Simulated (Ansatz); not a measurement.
```sh
ansatz run in.yaml --threads 2 --pin off --events-out ev --progress --plain --max-ram 4352MiB
```

```yaml
crystal:
  periodic: [false, false, false]
  atoms:
    - {symbol: Al, position_ang: [-1.092659, 0.994444, -1.284765]}
    - {symbol: C, position_ang: [1.223535, -0.907284, 0.927132]}
    - {symbol: Al, position_ang: [-0.467013, -0.156354, 0.906362]}
    - {symbol: H, position_ang: [-2.476316, 1.762301, -1.690665]}
    - {symbol: H, position_ang: [-0.115787, 1.081846, -2.582985]}
    - {symbol: H, position_ang: [-1.495299, -0.210686, 2.163934]}
    - {symbol: H, position_ang: [1.883651, -0.846362, 0.058795]}
    - {symbol: H, position_ang: [1.695418, -1.447387, 1.751942]}
basis:
  gaussian: {orbitals: "def2-TZVPPD.json"}
total_charge: -1
hamiltonian: {xc: {name: wB97M-V}}
```

Work out the structure from the coordinates.

The species is CH5Al2(-). This geometry has Cs symmetry. All atoms lie on one plane. Coordination: 2 Al trigonal planar; 1 C trigonal planar.

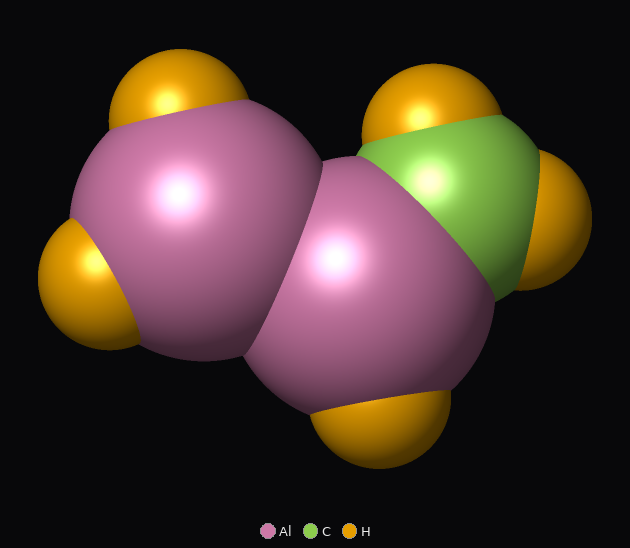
